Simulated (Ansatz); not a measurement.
## Run report: InH₅O₃, geometry relaxation

System: InH₅O₃.
Method: RKS r2SCAN/def2-SVP (Ansatz 0.2.0).

The input holds or restrains some coordinates. It belongs to a series of runs on one base structure; here: pulled along the bonds that form and break, towards end A. Figures and captions count atoms from 1; the log counts them from 0 in places.

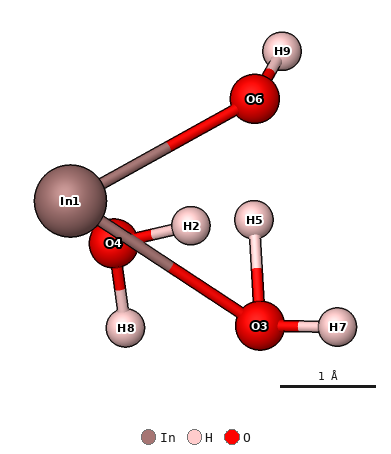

*The input geometry (ball-and-stick view, seen at a tilt; atoms are numbered from 1 in the order of the input). Sticks mark near contacts.*

## Input
```yaml
crystal:
  periodic: [false, false, false]
  atoms:
    - { symbol: In, position_ang: [-0.3463, -0.9418, -1.7167] }
    - { symbol: H, position_ang: [-0.3878, -0.1557, 0.4275] }
    - { symbol: O, position_ang: [0.0569, 1.2248, -0.5815] }
    - { symbol: O, position_ang: [-1.3149, -0.5298, 0.5978] }
    - { symbol: H, position_ang: [0.4333, 0.246, 0.0308] }
    - { symbol: O, position_ang: [1.2138, -0.7633, 0.1421] }
    - { symbol: H, position_ang: [0.8416, 1.7563, -0.723] }
    - { symbol: H, position_ang: [-1.8712, 0.2295, 0.7883] }
    - { symbol: H, position_ang: [1.3746, -1.0661, 1.0348] }
basis:
  gaussian: { orbitals: def2-SVP }
hamiltonian:
  xc: r2scan
relax:
  f_tol: 0.15
  max_steps: 25
  restrain:
    - { distance: [0, 5], at: 3.38, k: 30.0 }
    - { distance: [4, 1], at: 1.92, k: 30.0 }
    - { distance: [0, 1], at: 1.73, k: 30.0 }
    - { distance: [4, 5], at: 0.97, k: 30.0 }
output:
  orbitals: {}
```

Machine: 2 threads of Arm Neoverse V1, 24 GiB of memory available, shared host.

Command:
```bash
ansatz run input.yaml --threads 2 --pin off --max-ram 3072MiB --backend cpu --events-out ev --progress --plain --runs-dir out
```

## Output
```
The last accepted step is kept in [file] (removed where the run ends without a failure and the disk answers)
Engine: ansatz 0.2.0, aarch64-unknown-linux-gnu
Functional definition: r2SCAN
  parameter k0 = 0.174
  parameter k1 = 0.065
  parameter a1 = 4.9479
  exchange = r2scan_x(k0 = k0, k1 = k1, a1 = a1)
  correlation = r2scan_c
1035 factors; their error is unknown
mean field evaluation 1: about -11379.2575 eV, gradient 7.9e1 eV
mean field evaluation 2: about -11282.1074 eV, gradient 2.0e2 eV
mean field evaluation 4: about -11389.5640 eV, gradient 2.0e1 eV
mean field evaluation 8: about -11390.3042 eV, gradient 9.9e-2 eV
mean field evaluation 16: about -11390.2890 eV, gradient 1.4e-5 eV
mean field -11390.28899072 eV, -418.5853997938 hartree, gradient 1.4e-5 eV, S^2 0.000000; 0 other end points of the search recorded, 0 dependent functions left out
the calculation of the forces begins
reference -11390.28900287 eV, -418.5854002403 hartree; 25, 25 occupied and 68, 68 virtual orbitals, 1035 factors
relax step   1: F+E_penalty+E_count = -11390.28899072 eV  Δ(F+E_penalty+E_count) = +0.000e0 eV  max|allowed force component| = 4.325e0 eV/Å  E_restraint = 32.29184621 eV  max|allowed force component, restraints' pulls added| = 3.284e1 eV/Å  Δτ_max = 0.0000 Å  (28 SCF iters, accepted)
  distance In 0 - O 5 = 2.4333 Å
  distance H 4 - H 1 = 0.9965 Å
  distance In 0 - H 1 = 2.2841 Å
  distance H 4 - O 5 = 1.2807 Å
these checks for a lower state are left out or cut short: starts, cluster_reference, orbital_swaps, neighbouring_geometries, increment
1035 factors; their error is unknown
mean field -11390.82728100 eV, -418.6051815966 hartree, gradient 1.9e-5 eV, S^2 0.000000; 0 other end points of the search recorded, 0 dependent functions left out
[... from here on the field's lines of each further geometry are left out, up to the last ...]
relax step   2: F+E_penalty+E_count = -11390.82728100 eV  Δ(F+E_penalty+E_count) = -5.383e-1 eV  max|allowed force component| = 3.942e0 eV/Å  E_restraint = 18.03649660 eV  max|allowed force component, restraints' pulls added| = 2.186e1 eV/Å  Δτ_max = 0.1949 Å  (35 SCF iters, accepted)
relax step   3: F+E_penalty+E_count = -11390.64465325 eV  Δ(F+E_penalty+E_count) = +1.826e-1 eV  max|allowed force component| = 3.756e0 eV/Å  E_restraint = 7.47901721 eV  max|allowed force component, restraints' pulls added| = 1.210e1 eV/Å  Δτ_max = 0.1946 Å  (35 SCF iters, accepted)
relax step   4: F+E_penalty+E_count = -11390.24102855 eV  Δ(F+E_penalty+E_count) = +4.036e-1 eV  max|allowed force component| = 2.807e0 eV/Å  E_restraint = 1.36225736 eV  max|allowed force component, restraints' pulls added| = 4.050e0 eV/Å  Δτ_max = 0.1949 Å  (36 SCF iters, accepted)
relax step   5: F+E_penalty+E_count = -11390.36744490 eV  Δ(F+E_penalty+E_count) = -1.264e-1 eV  max|allowed force component| = 2.699e0 eV/Å  E_restraint = 0.13998471 eV  max|allowed force component, restraints' pulls added| = 2.858e0 eV/Å  Δτ_max = 0.1946 Å  (35 SCF iters, accepted)
relax step   6: F+E_penalty+E_count = -11390.69694516 eV  Δ(F+E_penalty+E_count) = -3.295e-1 eV  max|allowed force component| = 3.319e0 eV/Å  E_restraint = 0.11496807 eV  max|allowed force component, restraints' pulls added| = 8.572e-1 eV/Å  Δτ_max = 0.1986 Å  (34 SCF iters, accepted)
relax step   7: F+E_penalty+E_count = -11390.86796346 eV  Δ(F+E_penalty+E_count) = -1.710e-1 eV  max|allowed force component| = 3.209e0 eV/Å  E_restraint = 0.20152322 eV  max|allowed force component, restraints' pulls added| = 1.142e0 eV/Å  Δτ_max = 0.1948 Å  (35 SCF iters, accepted)
relax step   8: F+E_penalty+E_count = -11390.88875899 eV  Δ(F+E_penalty+E_count) = -2.080e-2 eV  max|allowed force component| = 2.966e0 eV/Å  E_restraint = 0.18944511 eV  max|allowed force component, restraints' pulls added| = 8.111e-1 eV/Å  Δτ_max = 0.2000 Å  (31 SCF iters, accepted)
relax step   9: F+E_penalty+E_count = -11390.90038412 eV  Δ(F+E_penalty+E_count) = -1.163e-2 eV  max|allowed force component| = 3.058e0 eV/Å  E_restraint = 0.17278814 eV  max|allowed force component, restraints' pulls added| = 4.502e-1 eV/Å  Δτ_max = 0.1461 Å  (31 SCF iters, accepted)
relax step  10: F+E_penalty+E_count = -11390.92265366 eV  Δ(F+E_penalty+E_count) = -2.227e-2 eV  max|allowed force component| = 2.976e0 eV/Å  E_restraint = 0.16879080 eV  max|allowed force component, restraints' pulls added| = 1.549e-1 eV/Å  Δτ_max = 0.1277 Å  (29 SCF iters, accepted)
relax step  11: F+E_penalty+E_count = -11390.92434923 eV  Δ(F+E_penalty+E_count) = -1.696e-3 eV  max|allowed force component| = 3.036e0 eV/Å  E_restraint = 0.16818855 eV  max|allowed force component, restraints' pulls added| = 3.534e-1 eV/Å  Δτ_max = 0.0748 Å  (29 SCF iters, accepted)
relax step  12: F+E_penalty+E_count = -11390.93574860 eV  Δ(F+E_penalty+E_count) = -1.140e-2 eV  max|allowed force component| = 2.972e0 eV/Å  E_restraint = 0.17001653 eV  max|allowed force component, restraints' pulls added| = 2.408e-1 eV/Å  Δτ_max = 0.1477 Å  (30 SCF iters, accepted)
relax step  13: F+E_penalty+E_count = -11390.94882676 eV  Δ(F+E_penalty+E_count) = -1.308e-2 eV  max|allowed force component| = 2.987e0 eV/Å  E_restraint = 0.18509573 eV  max|allowed force component, restraints' pulls added| = 2.497e-1 eV/Å  Δτ_max = 0.0814 Å  (29 SCF iters, rejected (line search))
relax step  14: F+E_penalty+E_count = -11390.93898506 eV  Δ(F+E_penalty+E_count) = -3.236e-3 eV  max|allowed force component| = 2.989e0 eV/Å  E_restraint = 0.17550843 eV  max|allowed force component, restraints' pulls added| = 2.271e-1 eV/Å  Δτ_max = 0.0301 Å  (31 SCF iters, rejected (line search))
the calculation of the forces begins
reference -11390.94362810 eV, -418.6094572738 hartree; 25, 25 occupied and 68, 68 virtual orbitals, 1035 factors
relax step  15: F+E_penalty+E_count = -11390.94361620 eV  Δ(F+E_penalty+E_count) = -7.868e-3 eV  max|allowed force component| = 3.012e0 eV/Å  E_restraint = 0.17472220 eV  max|allowed force component, restraints' pulls added| = 2.568e-2 eV/Å  Δτ_max = 0.0149 Å  (30 SCF iters, accepted)
  distance In 0 - O 5 = 3.3664 Å
  distance H 4 - H 1 = 1.9279 Å
  distance In 0 - H 1 = 1.8361 Å
  distance H 4 - O 5 = 0.9821 Å
1035 factors; their error is unknown
mean field evaluation 128: about -11390.8912 eV, gradient 5.0e0 eV
```

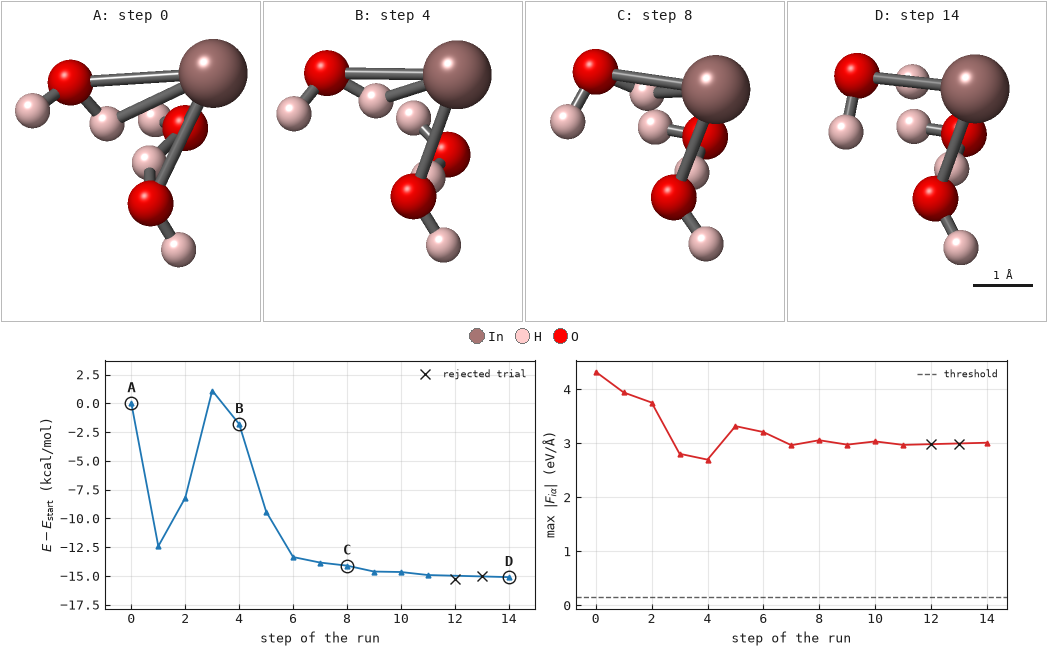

*Frames of the restrained relaxation (ball-and-stick view, seen at a tilt) above the curves, on which the letters mark them (the first geometry is step 0 here and step 1 in the log).*

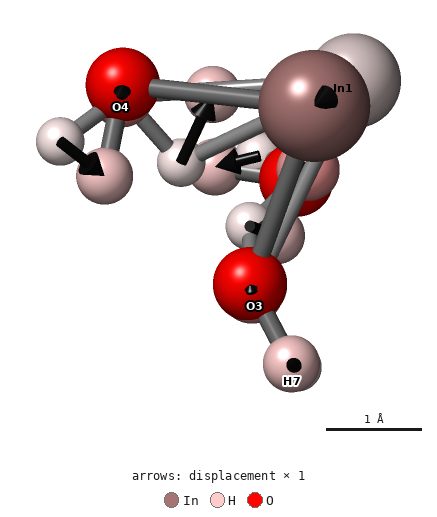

*Start (faint) and end (solid) with the displacements as black arrows, at true length (ball-and-stick view, seen at a tilt). The two geometries are laid on each other by the best rigid fit.*

The energy falls by 15.1 kcal/mol in 14 geometry steps. The largest force component goes from 4.3 to 3 eV/Å. The line search rejected the trial steps at points 12, 13 (counted from 0) and went back. The largest move after the best rigid fit is that of H2, 0.82 Å. By element the largest moves are H 0.82 Å, In 0.79 Å, O 0.49 Å. Distances before and after: In1–O6 2.433 → 3.366 Å, O3–H5 1.214 → 1.795 Å, In1–H2 2.284 → 1.836 Å, In1–O3 2.479 → 2.155 Å. New bonds form: H5–O6 (1.28 → 0.98 Å). Among the angles that change: In1–O4–H8 122.0° → 91.0°, H2–In1–O3 43.3° → 64.4°, In1–H2–O4 92.7° → 109.6°. (Atoms are counted from 1 in the order of the input.)

```
mean field -11390.94361620 eV, -418.6094568365 hartree, gradient 1.6e-5 eV, S^2 0.000000; 1 other end points of the search recorded, 0 dependent functions left out
the calculation of the forces begins
reference -11390.94362810 eV, -418.6094572738 hartree; 25, 25 occupied and 68, 68 virtual orbitals, 1035 factors
Total energy: -11390.94362810 eV, -418.6094572738 hartree
Atom 0 at    -0.929307    -0.417392    -1.771662 Å, force    -0.261412     0.643002    -2.758442 eV/Å
Atom 1 at    -0.604184    -0.815297    -0.008932 Å, force     0.355737    -0.783356     3.011835 eV/Å
Atom 2 at    -0.052433     1.168920    -0.605481 Å, force    -0.005780     0.005065    -0.017828 eV/Å
Atom 3 at    -1.414188    -0.623274     0.529599 Å, force    -0.021290     0.004910     0.010974 eV/Å
Atom 4 at     1.090952     0.069833     0.235809 Å, force     0.061255     0.395630    -0.059049 eV/Å
Atom 5 at     1.510710    -0.771105     0.520532 Å, force    -0.147107    -0.246428    -0.158950 eV/Å
Atom 6 at     0.397742     1.920547    -1.013115 Å, force     0.004596     0.008440    -0.002389 eV/Å
Atom 7 at    -1.232790     0.334663     0.671801 Å, force     0.016912    -0.025431    -0.000472 eV/Å
Atom 8 at     1.233497    -0.866994     1.441550 Å, force    -0.002910    -0.001832    -0.025679 eV/Å
Dipole moment:    -0.149444     0.347667    -0.088624 e Å
```

## Trajectory as extended XYZ (Å, eV, eV/Å), 11 of the 15 frames kept, from step=1 to step=15
```
9
Properties=species:S:1:pos:R:3:forces:R:3 step=1 energy=-11390.28899
In   -0.3463   -0.9418   -1.7167    0.1341  -0.0322  -0.1444
H    -0.3878   -0.1557    0.4275   -3.3331  -1.5093   2.3644
O     0.0569    1.2248   -0.5815   -0.9891  -0.8475   0.0919
O    -1.3149   -0.5298    0.5978    0.2046  -0.6268  -0.1627
H     0.4333    0.2460    0.0308    4.3254   2.4058  -1.5134
O     1.2138   -0.7633    0.1421   -0.6456   0.5056  -0.9204
H     0.8416    1.7563   -0.7230    0.5374   0.0210  -0.0602
H    -1.8712    0.2295    0.7883   -0.1115   0.4568  -0.1474
H     1.3746   -1.0661    1.0348   -0.1222  -0.3734   0.4921
9
Properties=species:S:1:pos:R:3:forces:R:3 step=2 energy=-11390.82728
In   -0.4708   -0.9101   -1.7400    0.3959   0.1989  -0.0128
H    -0.4945   -0.2580    0.3798    1.5803   0.6609   1.0925
O     0.0601    1.2171   -0.5814   -0.1911  -0.9665  -0.0561
O    -1.3526   -0.5530    0.6011   -2.7170  -1.6662   0.3311
H     0.6152    0.2828   -0.0287    1.7502   0.8822   0.2233
O     1.2971   -0.6979    0.2385   -0.9344   1.3962  -3.9424
H     0.8415    1.7591   -0.7262    0.1578   0.2156  -0.2891
H    -1.8720    0.2341    0.7870    0.0255   0.4044  -0.1552
H     1.3759   -1.0744    1.0699   -0.0671  -1.1256   2.8087
9
Properties=species:S:1:pos:R:3:forces:R:3 step=4 energy=-11390.24103
In   -0.7667   -0.8687   -1.7464    0.7245   0.6436  -1.1776
H    -0.6767   -0.4153    0.0958    0.1656   1.0638   2.8075
O     0.0784    1.1760   -0.5842   -0.4406  -0.5865  -0.4749
O    -1.4824   -0.6136    0.6325   -0.0530  -0.9239  -0.5388
H     0.9813    0.3079    0.0558   -0.5525  -0.6364   1.0449
O     1.5534   -0.5121    0.3883    0.8689  -0.5713  -1.5021
H     0.8269    1.7691   -0.7502   -0.3060   0.0918  -0.4929
H    -1.8768    0.2525    0.7881    0.2371   0.4634  -0.1457
H     1.3627   -1.0959    1.1203   -0.6438   0.4556   0.4798
9
Properties=species:S:1:pos:R:3:forces:R:3 step=5 energy=-11390.36744
In   -0.8227   -0.7195   -1.7616    0.6119   0.3910  -2.2672
H    -0.7845   -0.3813    0.0069    1.1857   1.1568   2.6989
O     0.0223    1.0989   -0.5911   -0.2295  -0.0504  -0.6829
O    -1.5168   -0.6248    0.5840   -1.1842  -0.3330   0.4408
H     1.0903    0.2282    0.1961   -0.5154  -0.3195   0.6029
O     1.7193   -0.4916    0.4677    0.9838  -0.7914  -0.4861
H     0.7284    1.7222   -0.8663   -0.6182  -0.4935  -0.1439
H    -1.8572    0.2649    0.8059    0.2563  -0.2147  -0.1091
H     1.4209   -1.0971    1.1586   -0.4903   0.6547  -0.0534
9
Properties=species:S:1:pos:R:3:forces:R:3 step=7 energy=-11390.86796
In   -0.9034   -0.4573   -1.7732   -0.1227   0.1915  -2.9410
H    -0.6396   -0.5125    0.0509   -0.0977  -0.1722   3.2094
O    -0.0386    1.1280   -0.5778   -0.8036  -0.9113   0.5760
O    -1.5431   -0.6515    0.4590    0.3018   0.4219   0.1857
H     1.1852    0.0902    0.2321    0.0685   0.0073   0.0185
O     1.6394   -0.7630    0.4398   -0.4251  -0.1124   0.9442
H     0.5133    1.7695   -0.9939    0.7870   0.8916  -0.6520
H    -1.7043    0.2767    0.7514    0.1651  -0.4784  -0.1985
H     1.4911   -0.8802    1.4117    0.1268   0.1620  -1.1424
9
Properties=species:S:1:pos:R:3:forces:R:3 step=8 energy=-11390.88876
In   -0.9020   -0.3455   -1.7680   -0.3073   0.2977  -2.8386
H    -0.6084   -0.5722    0.0355    0.4102  -0.4838   2.9660
O    -0.0283    1.2260   -0.5901    0.6303   0.4287  -0.7351
O    -1.4672   -0.7211    0.5055    0.0712   0.0551  -0.0190
H     1.1748    0.1135    0.2798   -0.0473   0.3575  -0.1004
O     1.5662   -0.7599    0.4861   -0.0966  -0.1771  -0.2354
H     0.5384    1.7764   -1.1922   -0.6136  -0.5357   0.8111
H    -1.6102    0.1844    0.8322   -0.0115   0.0893   0.0419
H     1.3366   -0.9015    1.4113   -0.0355  -0.0318   0.1095
9
Properties=species:S:1:pos:R:3:forces:R:3 step=9 energy=-11390.90038
In   -0.8929   -0.4222   -1.7965   -0.2859   0.2912  -2.7909
H    -0.6091   -0.6003    0.0080    0.3503  -0.4053   3.0581
O    -0.0380    1.1380   -0.5935    0.2886   0.4502  -0.2330
O    -1.4699   -0.6701    0.4910   -0.0362   0.1888   0.2179
H     1.1555    0.1141    0.2239   -0.0544   0.2160  -0.0313
O     1.5657   -0.7426    0.4797   -0.1254  -0.2265  -0.0109
H     0.5109    1.8015   -1.0508   -0.2200  -0.2345   0.1582
H    -1.5062    0.2480    0.8407    0.0403  -0.2934  -0.2534
H     1.2839   -0.8667    1.3978    0.0428   0.0135  -0.1146
9
Properties=species:S:1:pos:R:3:forces:R:3 step=11 energy=-11390.92435
In   -0.9325   -0.3913   -1.7821   -0.3058   0.6000  -2.7823
H    -0.5983   -0.7462   -0.0135    0.4760  -0.7409   3.0363
O    -0.0423    1.1761   -0.6094    0.0322  -0.0307   0.0025
O    -1.4317   -0.6664    0.5135   -0.1147   0.0121   0.0300
H     1.1269    0.0706    0.2153   -0.0972   0.5288  -0.0918
O     1.4943   -0.7836    0.5162    0.1094  -0.3680  -0.4937
H     0.4602    1.8814   -1.0394   -0.0231   0.0096  -0.0197
H    -1.3430    0.2789    0.7527    0.0429   0.0198  -0.0346
H     1.2664   -0.8196    1.4468   -0.1198  -0.0306   0.3534
9
Properties=species:S:1:pos:R:3:forces:R:3 step=12 energy=-11390.93575
In   -0.9241   -0.4092   -1.7688   -0.2795   0.5966  -2.8045
H    -0.6092   -0.8170   -0.0076    0.4335  -0.7928   2.9721
O    -0.0488    1.1644   -0.5938    0.0050   0.0645  -0.0484
O    -1.4126   -0.6202    0.5336   -0.1981  -0.2408   0.0246
H     1.0896    0.0611    0.2261    0.0510   0.4726  -0.0473
O     1.5175   -0.7700    0.5221   -0.0846  -0.3141  -0.2570
H     0.3934    1.9145   -1.0126    0.0179   0.0236   0.0151
H    -1.2427    0.3363    0.6607    0.0932   0.2000   0.0624
H     1.2368   -0.8599    1.4403   -0.0383  -0.0097   0.0830
9
Properties=species:S:1:pos:R:3:forces:R:3 step=14 energy=-11390.93899 accepted=F
In   -0.9465   -0.4220   -1.7564   -0.2639   0.6547  -2.9894
H    -0.5949   -0.8167    0.0022    0.4273  -0.8577   2.9601
O    -0.0477    1.1699   -0.6151   -0.0095  -0.0064   0.0673
O    -1.4251   -0.6226    0.5063    0.0146   0.0303   0.2029
H     1.0990    0.0715    0.2405    0.0349   0.4340  -0.0942
O     1.5056   -0.7761    0.5214   -0.1484  -0.2812  -0.1734
H     0.3968    1.9329   -1.0079   -0.0094  -0.0257  -0.0181
H    -1.2279    0.3299    0.6632   -0.0414   0.0503   0.0305
H     1.2406   -0.8669    1.4458   -0.0041   0.0018   0.0143
9
Properties=species:S:1:pos:R:3:forces:R:3 step=15 energy=-11390.94362
In   -0.9293   -0.4174   -1.7717   -0.2614   0.6430  -2.7584
H    -0.6042   -0.8153   -0.0089    0.3557  -0.7834   3.0118
O    -0.0524    1.1689   -0.6055   -0.0058   0.0051  -0.0178
O    -1.4142   -0.6233    0.5296   -0.0213   0.0049   0.0110
H     1.0910    0.0698    0.2358    0.0613   0.3956  -0.0590
O     1.5107   -0.7711    0.5205   -0.1471  -0.2464  -0.1590
H     0.3977    1.9205   -1.0131    0.0046   0.0084  -0.0024
H    -1.2328    0.3347    0.6718    0.0169  -0.0254  -0.0005
H     1.2335   -0.8670    1.4416   -0.0029  -0.0018  -0.0257
```

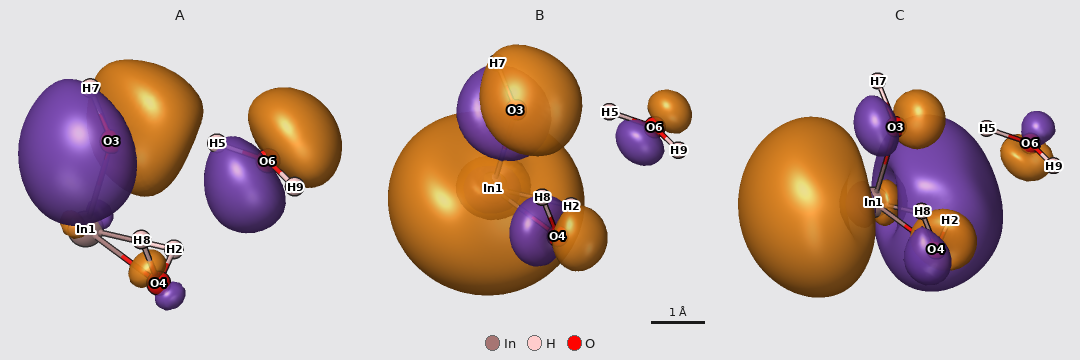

*Three frontier orbitals at ±0.08 Å⁻³ᐟ² (orange and purple are the two phases).*

A is the HOMO−1 (−6.77 eV). B is the HOMO (−5.97 eV). Its weight (Hirshfeld) is mainly on In1 (60 %) and O3 (30 %). C is the LUMO (−1.92 eV). It lies mainly on In1 (80 %). The HOMO–LUMO gap is 4.05 eV between the orbital energies.

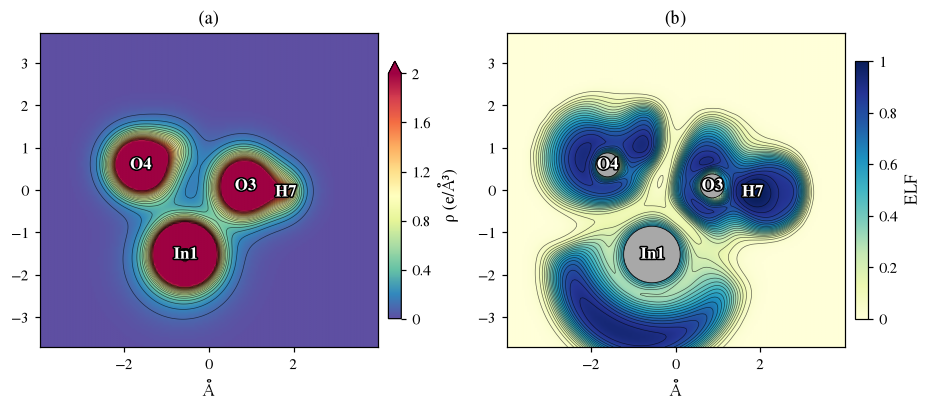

*(a) total electron density; (b) electron localisation function on the plane of atoms O3, In1 and O4. Grey discs, where drawn, cover atomic cores.*

The plane passes through In, O and H nuclei. In–O (2.36 Å): ρ at the midpoint is about 0.36 e/Å³; the ELF is about 0.10 at the midpoint.

## Results in brief

| quantity | value |
| --- | --- |
| outcome | converged under the restraints of the input |
| total energy | −11390.9436 eV |
| mean-field energy | −11390.9436 eV |
| largest force (length of the vector) at the end, held atoms and coordinates included | 3.132 eV/Å |
| wall time | 47 s (CPU time 91 s) |
| peak memory | 0.15 GiB |
